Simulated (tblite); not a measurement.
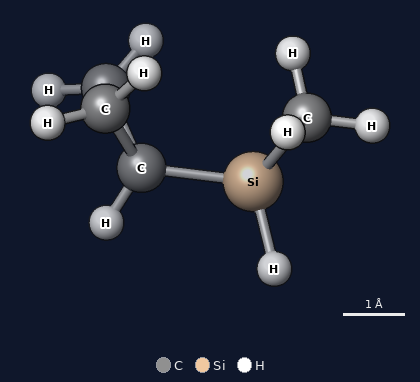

The structure as given in the input (ball-and-stick view, seen at a tilt).

C₄H₉Si (charge −1): geometry relaxation (part 1 of 2)

- system: C₄H₉Si, charge −1, SMILES C[SiH-]C1CC1
- method: GFN2-xTB geometry optimisation, dihedral held, gas phase (tblite 0.8.0)

It belongs to a series of runs on one base structure; here: dihedral 0-1-2-4 = 0 deg.

**Input**
```
{"job": {"kind": "relax", "xc": "GFN2-xTB", "basis": "xTB"}, "charge": -1, "multiplicity": 1}
C      2.324700     0.648400    -0.285300
Si     1.074300    -0.713700    -0.281200
C     -0.657200    -0.111200    -0.572900
C     -1.024900     0.414400    -1.953600
C     -0.895100     1.362700    -0.785400
H      2.294500     1.190700    -1.238700
H      2.115300     1.377300     0.508400
H      3.336700     0.273000    -0.132800
H      1.151000    -1.461400     1.015700
H     -1.431100    -0.660100    -0.031100
H     -2.024300     0.198900    -2.322000
H     -0.275400     0.452200    -2.723700
H     -0.060000     2.053800    -0.795500
H     -1.799800     1.801200    -0.397800
```

The first line tells a small driver script what to run in tblite; the rest is the geometry in Å.

Run as:
```bash
OMP_NUM_THREADS=1 python <driver script> task.json out
```

**Log**
```
step      E/eV     max force
  0    -406.77316    2.351
  1    -406.86905    1.400
  2    -406.92275    1.089
  3    -406.95730    1.172
  4    -406.98390    0.997
  5    -406.99605    0.823
  6    -407.00713    0.750
  7    -407.01799    0.643
  8    -407.03066    0.503
  9    -407.04580    0.415
 10    -407.05881    0.344
 11    -407.06639    0.198
 12    -407.06911    0.112
 13    -407.07048    0.122
 14    -407.07159    0.081
 15    -407.07212    0.051
 16    -407.07246    0.043
 17    -407.07277    0.044
 18    -407.07306    0.036
 19    -407.07329    0.043
 20    -407.07348    0.047
 21    -407.07369    0.050
 22    -407.07393    0.047
 23    -407.07416    0.034
 24    -407.07437    0.036
 25    -407.07459    0.048
 26    -407.07484    0.043
 27    -407.07506    0.040
 28    -407.07520    0.038
 29    -407.07531    0.035
 30    -407.07542    0.034
 31    -407.07556    0.039
 32    -407.07571    0.040
 33    -407.07583    0.047
 34    -407.07591    0.047
 35    -407.07597    0.054
 36    -407.07605    0.059
 37    -407.07614    0.061
 38    -407.07624    0.061
 39    -407.07632    0.060
 40    -407.07636    0.061
 41    -407.07639    0.063
 42    -407.07642    0.067
 43    -407.07646    0.072
 44    -407.07648    0.075
 45    -407.07650    0.075
 46    -407.07651    0.071
```

**Trajectory as extended XYZ (Å, eV, eV/Å), 34 of the 47 frames kept, from step=0 to step=46**
```
14
Properties=species:S:1:pos:R:3:forces:R:3 step=0 energy=-406.77316
C     2.3247    0.6484   -0.2853    0.1400   0.9840   0.1710
Si    1.0743   -0.7137   -0.2812    0.2030  -2.3360  -0.1710
C    -0.6572   -0.1112   -0.5729   -0.0030   0.9330  -0.4090
C    -1.0249    0.4144   -1.9536   -0.2060  -0.2060   1.1340
C    -0.8951    1.3627   -0.7854   -0.1180  -0.4620  -0.3000
H     2.2945    1.1907   -1.2387    0.1350  -0.1210   0.2340
H     2.1153    1.3773    0.5084    0.2480   0.2060  -0.0110
H     3.3367    0.2730   -0.1328   -0.1730  -0.0110  -0.0580
H     1.1510   -1.4614    1.0157   -0.1900   0.7450  -0.4000
H    -1.4311   -0.6601   -0.0311    0.0630   0.1440  -0.2580
H    -2.0243    0.1989   -2.3220    0.0230   0.1030  -0.0530
H    -0.2754    0.4522   -2.7237    0.1570  -0.0810  -0.0280
H    -0.0600    2.0538   -0.7955    0.0040  -0.1300   0.0850
H    -1.7998    1.8012   -0.3978   -0.2840   0.2320   0.0640
14
Properties=species:S:1:pos:R:3:forces:R:3 step=1 energy=-406.86905
C     2.3270    0.6622   -0.2849   -0.2170   0.0430   0.2490
Si    1.0768   -0.7467   -0.2807    0.3210  -1.2460  -0.5520
C    -0.6567   -0.0984   -0.5832    0.2800  -0.1340   0.4530
C    -1.0279    0.4115   -1.9374   -0.0430  -0.1760  -0.1920
C    -0.8971    1.3564   -0.7870   -0.1430   0.3930   0.0170
H     2.2964    1.1890   -1.2354    0.1010   0.0290   0.0040
H     2.1188    1.3802    0.5082    0.1650   0.2950   0.1010
H     3.3343    0.2729   -0.1336   -0.1290   0.0400  -0.0470
H     1.1483   -1.4508    1.0100   -0.1860   0.5460  -0.0710
H    -1.4302   -0.6580   -0.0348    0.1740   0.2460  -0.3220
H    -2.0240    0.2004   -2.3228    0.0300   0.0910   0.0010
H    -0.2732    0.4511   -2.7241   -0.1310  -0.0860   0.2780
H    -0.0599    2.0520   -0.7943   -0.0870  -0.1840   0.0630
H    -1.8039    1.8045   -0.3969   -0.1350   0.1420   0.0190
14
Properties=species:S:1:pos:R:3:forces:R:3 step=3 energy=-406.95730
C     2.3165    0.6645   -0.2829   -0.2790  -0.3320   0.3080
Si    1.0930   -0.8161   -0.2946    0.2960   0.0840  -1.1310
C    -0.6375   -0.0987   -0.5935    0.1380  -0.2030   0.7310
C    -1.0305    0.4056   -1.9316   -0.0140   0.1850  -0.1280
C    -0.9058    1.3640   -0.7756    0.0960  -0.1340  -0.3080
H     2.3021    1.1899   -1.2342   -0.0070   0.0170  -0.0320
H     2.1286    1.3965    0.5131    0.0280   0.0280  -0.0480
H     3.3262    0.2754   -0.1363   -0.0640   0.0470  -0.0150
H     1.1369   -1.4192    1.0113   -0.1550   0.1740   0.5680
H    -1.4218   -0.6454   -0.0527    0.1190   0.0760  -0.1800
H    -2.0241    0.2051   -2.3236   -0.0360   0.0080   0.0210
H    -0.2772    0.4463   -2.7116   -0.0140  -0.0010   0.0940
H    -0.0628    2.0438   -0.7903   -0.0310   0.0030   0.0500
H    -1.8149    1.8145   -0.3942   -0.0780   0.0480   0.0690
14
Properties=species:S:1:pos:R:3:forces:R:3 step=4 energy=-406.98390
C     2.3061    0.6571   -0.2832   -0.0960  -0.1010   0.3170
Si    1.1057   -0.8446   -0.3124    0.2110   0.2220  -0.9490
C    -0.6227   -0.1045   -0.6027   -0.1060  -0.0720   0.8210
C    -1.0322    0.4081   -1.9298   -0.0190   0.2300  -0.0610
C    -0.9088    1.3631   -0.7657    0.1760  -0.2250  -0.4620
H     2.3044    1.1906   -1.2341   -0.0610  -0.0430   0.0080
H     2.1338    1.4044    0.5137   -0.0510  -0.1750  -0.1660
H     3.3208    0.2777   -0.1380   -0.0410   0.0110  -0.0050
H     1.1276   -1.4002    1.0268   -0.1480   0.1780   0.4680
H    -1.4151   -0.6379   -0.0653    0.0980  -0.0710  -0.0940
H    -2.0252    0.2074   -2.3236   -0.0350  -0.0120   0.0380
H    -0.2788    0.4441   -2.7041    0.0580   0.0760  -0.0450
H    -0.0646    2.0404   -0.7871   -0.0380   0.0550   0.0560
H    -1.8223    1.8205   -0.3910    0.0530  -0.0750   0.0750
14
Properties=species:S:1:pos:R:3:forces:R:3 step=6 energy=-407.00713
C     2.2984    0.6481   -0.2859    0.0850   0.1140   0.2370
Si    1.1199   -0.8565   -0.3328    0.0270  -0.0260  -0.4490
C    -0.6123   -0.1138   -0.6122   -0.1670   0.1320   0.7190
C    -1.0340    0.4198   -1.9314    0.0260   0.0220  -0.0010
C    -0.9062    1.3555   -0.7554    0.1230  -0.0610  -0.5100
H     2.3028    1.1884   -1.2339   -0.0700  -0.0580  -0.0320
H     2.1341    1.4007    0.5059   -0.1340  -0.1740  -0.0900
H     3.3151    0.2794   -0.1396    0.0410  -0.0410  -0.0080
H     1.1126   -1.3737    1.0572   -0.1240   0.2790   0.0520
H    -1.4056   -0.6381   -0.0790    0.0080  -0.2250  -0.0010
H    -2.0275    0.2090   -2.3215    0.0070   0.0250   0.0340
H    -0.2771    0.4475   -2.7014    0.0400   0.1430  -0.1070
H    -0.0682    2.0405   -0.7814   -0.0130   0.0490   0.0720
H    -1.8233    1.8194   -0.3846    0.1510  -0.1790   0.0840
14
Properties=species:S:1:pos:R:3:forces:R:3 step=7 energy=-407.01799
C     2.2984    0.6452   -0.2888    0.0930   0.1040   0.1750
Si    1.1246   -0.8557   -0.3391   -0.0560  -0.1830  -0.2490
C    -0.6104   -0.1170   -0.6150   -0.1160   0.1620   0.6110
C    -1.0338    0.4267   -1.9337    0.0600  -0.1180   0.0150
C    -0.9024    1.3509   -0.7530    0.0640   0.0460  -0.4630
H     2.2996    1.1858   -1.2350   -0.0440  -0.0360  -0.0820
H     2.1297    1.3929    0.4993   -0.1490  -0.0720   0.0210
H     3.3140    0.2789   -0.1404    0.0910  -0.0500  -0.0160
H     1.1027   -1.3555    1.0737   -0.1040   0.3100  -0.1190
H    -1.4013   -0.6452   -0.0845   -0.0160  -0.2250   0.0070
H    -2.0285    0.2102   -2.3195    0.0390   0.0560   0.0190
H    -0.2752    0.4534   -2.7038   -0.0060   0.1470  -0.0880
H    -0.0701    2.0424   -0.7769    0.0270   0.0310   0.0720
H    -1.8187    1.8131   -0.3793    0.1180  -0.1700   0.0960
14
Properties=species:S:1:pos:R:3:forces:R:3 step=8 energy=-407.03066
C     2.3002    0.6421   -0.2934    0.0510   0.0330   0.1160
Si    1.1283   -0.8571   -0.3443   -0.1160  -0.2700  -0.0820
C    -0.6084   -0.1193   -0.6172   -0.0480   0.1260   0.4850
C    -1.0323    0.4329   -1.9366    0.0900  -0.2260   0.0270
C    -0.8975    1.3467   -0.7523    0.0080   0.1200  -0.3710
H     2.2949    1.1822   -1.2382   -0.0030  -0.0110  -0.1270
H     2.1216    1.3825    0.4920   -0.1420   0.0360   0.1240
H     3.3145    0.2776   -0.1417    0.1270  -0.0390  -0.0280
H     1.0884   -1.3272    1.0926   -0.0760   0.3060  -0.2470
H    -1.3961   -0.6580   -0.0914   -0.0170  -0.1700  -0.0050
H    -2.0289    0.2127   -2.3166    0.0680   0.0800  -0.0040
H    -0.2731    0.4634   -2.7081   -0.0550   0.1320  -0.0560
H    -0.0718    2.0454   -0.7700    0.0740   0.0090   0.0620
H    -1.8112    1.8025   -0.3709    0.0390  -0.1280   0.1060
14
Properties=species:S:1:pos:R:3:forces:R:3 step=10 energy=-407.05881
C     2.3048    0.6330   -0.3058   -0.0900  -0.1020   0.0550
Si    1.1302   -0.8741   -0.3472   -0.0810  -0.1150   0.0960
C    -0.6017   -0.1222   -0.6174    0.0630  -0.0410   0.1700
C    -1.0238    0.4358   -1.9404    0.0910  -0.1870   0.0370
C    -0.8872    1.3421   -0.7562   -0.0520   0.0840  -0.0550
H     2.2851    1.1728   -1.2524    0.0720  -0.0280  -0.0690
H     2.0959    1.3611    0.4816   -0.0420   0.0750   0.1080
H     3.3218    0.2735   -0.1470    0.0570   0.0470  -0.0520
H     1.0502   -1.2432    1.1253   -0.0140   0.1790  -0.2930
H    -1.3832   -0.6939   -0.1099    0.0110   0.0440  -0.0290
H    -2.0258    0.2232   -2.3109    0.0890   0.0670  -0.0510
H    -0.2717    0.4934   -2.7203   -0.0930   0.0410   0.0080
H    -0.0708    2.0523   -0.7506    0.1030  -0.0610   0.0090
H    -1.7951    1.7725   -0.3445   -0.1140  -0.0020   0.0670
14
Properties=species:S:1:pos:R:3:forces:R:3 step=11 energy=-407.06639
C     2.3043    0.6296   -0.3079   -0.0900  -0.0870   0.0430
Si    1.1278   -0.8828   -0.3434   -0.0070   0.0300   0.0220
C    -0.5987   -0.1227   -0.6147    0.0510  -0.0510   0.0700
C    -1.0195    0.4310   -1.9393    0.0510  -0.0590   0.0320
C    -0.8864    1.3431   -0.7584   -0.0310  -0.0050   0.0490
H     2.2846    1.1698   -1.2575    0.0610  -0.0640   0.0130
H     2.0886    1.3580    0.4822    0.0050   0.0080   0.0150
H     3.3253    0.2736   -0.1496   -0.0190   0.0710  -0.0440
H     1.0409   -1.2184    1.1242   -0.0070   0.1050  -0.1680
H    -1.3802   -0.7017   -0.1147    0.0040   0.0860  -0.0100
H    -2.0226    0.2276   -2.3109    0.0710   0.0280  -0.0480
H    -0.2737    0.5017   -2.7234   -0.0530   0.0040   0.0150
H    -0.0678    2.0524   -0.7457    0.0570  -0.0830  -0.0090
H    -1.7941    1.7651   -0.3365   -0.0940   0.0170   0.0210
14
Properties=species:S:1:pos:R:3:forces:R:3 step=13 energy=-407.07048
C     2.3004    0.6256   -0.3070   -0.0050  -0.0020   0.0140
Si    1.1272   -0.8879   -0.3416    0.0210   0.0940  -0.0750
C    -0.5951   -0.1238   -0.6121   -0.0190  -0.0020   0.0190
C    -1.0161    0.4266   -1.9362    0.0000   0.0450   0.0160
C    -0.8878    1.3429   -0.7563    0.0060  -0.0490   0.0520
H     2.2874    1.1654   -1.2583    0.0110  -0.0650   0.0340
H     2.0867    1.3579    0.4832    0.0030  -0.0390  -0.0340
H     3.3252    0.2769   -0.1525   -0.0340   0.0370  -0.0090
H     1.0369   -1.2036    1.1160   -0.0070   0.0370  -0.0130
H    -1.3791   -0.7002   -0.1171   -0.0210   0.0370   0.0320
H    -2.0181    0.2305   -2.3132    0.0340  -0.0120  -0.0230
H    -0.2764    0.5046   -2.7235    0.0170  -0.0010   0.0050
H    -0.0644    2.0479   -0.7443    0.0020  -0.0720  -0.0010
H    -1.7982    1.7637   -0.3329   -0.0090  -0.0070  -0.0160
14
Properties=species:S:1:pos:R:3:forces:R:3 step=14 energy=-407.07159
C     2.2990    0.6239   -0.3068    0.0300   0.0360   0.0010
Si    1.1278   -0.8866   -0.3431    0.0040   0.0450  -0.0670
C    -0.5941   -0.1247   -0.6114   -0.0430   0.0100   0.0030
C    -1.0150    0.4267   -1.9350   -0.0100   0.0450   0.0040
C    -0.8879    1.3413   -0.7535    0.0060  -0.0290   0.0240
H     2.2885    1.1620   -1.2577   -0.0080  -0.0350  -0.0010
H     2.0859    1.3564    0.4823   -0.0090  -0.0210  -0.0180
H     3.3241    0.2790   -0.1538   -0.0030   0.0040   0.0110
H     1.0349   -1.1968    1.1139   -0.0030   0.0170   0.0100
H    -1.3791   -0.6990   -0.1172   -0.0270   0.0080   0.0410
H    -2.0157    0.2311   -2.3145    0.0140  -0.0180  -0.0140
H    -0.2768    0.5057   -2.7234    0.0360   0.0040   0.0110
H    -0.0633    2.0445   -0.7436   -0.0020  -0.0520   0.0120
H    -1.7997    1.7627   -0.3319    0.0150  -0.0140  -0.0170
14
Properties=species:S:1:pos:R:3:forces:R:3 step=15 energy=-407.07212
C     2.2989    0.6233   -0.3070    0.0340   0.0380  -0.0050
Si    1.1280   -0.8844   -0.3445   -0.0090  -0.0020  -0.0440
C    -0.5945   -0.1252   -0.6112   -0.0420   0.0030  -0.0010
C    -1.0144    0.4277   -1.9346   -0.0110   0.0270  -0.0040
C    -0.8877    1.3400   -0.7515    0.0000  -0.0100   0.0010
H     2.2888    1.1596   -1.2577   -0.0110  -0.0070  -0.0290
H     2.0849    1.3548    0.4813   -0.0130   0.0050   0.0000
H     3.3237    0.2801   -0.1543    0.0190  -0.0120   0.0200
H     1.0335   -1.1924    1.1134    0.0010   0.0110   0.0050
H    -1.3795   -0.6988   -0.1166   -0.0260  -0.0020   0.0350
H    -2.0142    0.2312   -2.3153    0.0020  -0.0140  -0.0120
H    -0.2763    0.5069   -2.7234    0.0370   0.0060   0.0210
H    -0.0627    2.0419   -0.7428    0.0050  -0.0340   0.0210
H    -1.7998    1.7614   -0.3314    0.0130  -0.0070  -0.0090
14
Properties=species:S:1:pos:R:3:forces:R:3 step=17 energy=-407.07277
C     2.3004    0.6242   -0.3079    0.0010  -0.0010  -0.0060
Si    1.1273   -0.8818   -0.3473   -0.0090  -0.0320  -0.0080
C    -0.5970   -0.1261   -0.6116   -0.0140  -0.0190   0.0150
C    -1.0141    0.4299   -1.9347   -0.0050  -0.0130  -0.0090
C    -0.8876    1.3382   -0.7491   -0.0070   0.0080  -0.0280
H     2.2885    1.1567   -1.2597    0.0040   0.0220  -0.0380
H     2.0829    1.3535    0.4803   -0.0040   0.0300   0.0030
H     3.3246    0.2807   -0.1536    0.0210  -0.0090   0.0180
H     1.0319   -1.1866    1.1128    0.0040   0.0050  -0.0110
H    -1.3814   -0.6990   -0.1141   -0.0170  -0.0020   0.0080
H    -2.0124    0.2307   -2.3170   -0.0080   0.0010  -0.0170
H    -0.2738    0.5087   -2.7222    0.0240   0.0040   0.0340
H    -0.0614    2.0375   -0.7405    0.0200  -0.0070   0.0310
H    -1.7994    1.7596   -0.3310   -0.0080   0.0130   0.0080
14
Properties=species:S:1:pos:R:3:forces:R:3 step=18 energy=-407.07306
C     2.3013    0.6249   -0.3086   -0.0160  -0.0180  -0.0040
Si    1.1267   -0.8816   -0.3487   -0.0020  -0.0200  -0.0020
C    -0.5987   -0.1270   -0.6120   -0.0020  -0.0200   0.0300
C    -1.0143    0.4306   -1.9348   -0.0010  -0.0260  -0.0060
C    -0.8879    1.3376   -0.7483   -0.0050   0.0070  -0.0330
H     2.2886    1.1560   -1.2617    0.0140   0.0240  -0.0210
H     2.0821    1.3539    0.4800    0.0030   0.0250  -0.0140
H     3.3255    0.2807   -0.1527    0.0040   0.0010   0.0100
H     1.0316   -1.1842    1.1118    0.0050   0.0000  -0.0080
H    -1.3829   -0.6987   -0.1124   -0.0120  -0.0030  -0.0080
H    -2.0118    0.2304   -2.3184   -0.0090   0.0100  -0.0200
H    -0.2718    0.5093   -2.7205    0.0160   0.0010   0.0320
H    -0.0603    2.0350   -0.7387    0.0170   0.0020   0.0310
H    -1.7995    1.7594   -0.3308   -0.0110   0.0170   0.0120
14
Properties=species:S:1:pos:R:3:forces:R:3 step=20 energy=-407.07348
C     2.3017    0.6255   -0.3102   -0.0190  -0.0120   0.0010
Si    1.1259   -0.8826   -0.3500    0.0040   0.0140  -0.0120
C    -0.6011   -0.1288   -0.6122   -0.0020   0.0010   0.0470
C    -1.0148    0.4302   -1.9348    0.0040  -0.0190   0.0060
C    -0.8889    1.3369   -0.7478    0.0030  -0.0060  -0.0200
H     2.2897    1.1560   -1.2649    0.0220   0.0060   0.0140
H     2.0816    1.3561    0.4785    0.0070   0.0010  -0.0440
H     3.3265    0.2810   -0.1510   -0.0270   0.0110  -0.0050
H     1.0318   -1.1818    1.1098    0.0040  -0.0090   0.0110
H    -1.3861   -0.6980   -0.1104   -0.0070  -0.0110  -0.0210
H    -2.0113    0.2304   -2.3217    0.0010   0.0170  -0.0170
H    -0.2681    0.5098   -2.7160    0.0070  -0.0050   0.0140
H    -0.0580    2.0311   -0.7345   -0.0040   0.0030   0.0210
H    -1.8005    1.7604   -0.3304    0.0070   0.0080   0.0050
14
Properties=species:S:1:pos:R:3:forces:R:3 step=21 energy=-407.07369
C     2.3014    0.6253   -0.3113   -0.0110   0.0030   0.0040
Si    1.1255   -0.8829   -0.3503    0.0000   0.0210  -0.0190
C    -0.6022   -0.1298   -0.6119   -0.0080   0.0140   0.0470
C    -1.0149    0.4293   -1.9347    0.0070  -0.0030   0.0120
C    -0.8893    1.3366   -0.7478    0.0060  -0.0110  -0.0060
H     2.2909    1.1564   -1.2661    0.0210  -0.0050   0.0190
H     2.0816    1.3574    0.4765    0.0020  -0.0050  -0.0440
H     3.3262    0.2814   -0.1502   -0.0320   0.0080  -0.0100
H     1.0320   -1.1808    1.1092    0.0040  -0.0110   0.0190
H    -1.3878   -0.6980   -0.1101   -0.0060  -0.0160  -0.0200
H    -2.0112    0.2309   -2.3238    0.0110   0.0170  -0.0120
H    -0.2659    0.5099   -2.7134    0.0050  -0.0100   0.0010
H    -0.0570    2.0293   -0.7318   -0.0160  -0.0010   0.0120
H    -1.8007    1.7612   -0.3300    0.0170  -0.0010  -0.0020
14
Properties=species:S:1:pos:R:3:forces:R:3 step=22 energy=-407.07393
C     2.3008    0.6251   -0.3129   -0.0030   0.0180   0.0050
Si    1.1250   -0.8827   -0.3504   -0.0070   0.0160  -0.0210
C    -0.6035   -0.1309   -0.6112   -0.0130   0.0210   0.0400
C    -1.0148    0.4284   -1.9343    0.0110   0.0150   0.0150
C    -0.8897    1.3359   -0.7475    0.0070  -0.0130   0.0090
H     2.2927    1.1567   -1.2674    0.0160  -0.0130   0.0100
H     2.0814    1.3586    0.4732   -0.0070  -0.0010  -0.0310
H     3.3254    0.2820   -0.1495   -0.0260   0.0000  -0.0130
H     1.0321   -1.1795    1.1091    0.0050  -0.0120   0.0220
H    -1.3898   -0.6986   -0.1103   -0.0050  -0.0200  -0.0160
H    -2.0107    0.2319   -2.3264    0.0230   0.0170  -0.0030
H    -0.2634    0.5100   -2.7103    0.0030  -0.0150  -0.0100
H    -0.0561    2.0274   -0.7283   -0.0230  -0.0050   0.0010
H    -1.8006    1.7619   -0.3294    0.0180  -0.0080  -0.0070
14
Properties=species:S:1:pos:R:3:forces:R:3 step=24 energy=-407.07437
C     2.2997    0.6253   -0.3164    0.0000   0.0210   0.0030
Si    1.1232   -0.8811   -0.3505   -0.0130  -0.0110  -0.0070
C    -0.6066   -0.1323   -0.6089   -0.0080   0.0050   0.0120
C    -1.0138    0.4277   -1.9333    0.0180   0.0290   0.0100
C    -0.8900    1.3340   -0.7456    0.0010  -0.0010   0.0230
H     2.2966    1.1564   -1.2701    0.0050  -0.0140  -0.0280
H     2.0800    1.3608    0.4657   -0.0220   0.0250   0.0120
H     3.3229    0.2828   -0.1491    0.0000  -0.0190  -0.0090
H     1.0322   -1.1768    1.1105    0.0090  -0.0080   0.0090
H    -1.3938   -0.7015   -0.1116   -0.0050  -0.0180  -0.0060
H    -2.0084    0.2349   -2.3313    0.0310   0.0140   0.0120
H    -0.2586    0.5098   -2.7055    0.0010  -0.0180  -0.0160
H    -0.0554    2.0238   -0.7214   -0.0090   0.0010  -0.0100
H    -1.7994    1.7624   -0.3283   -0.0080  -0.0060  -0.0050
```
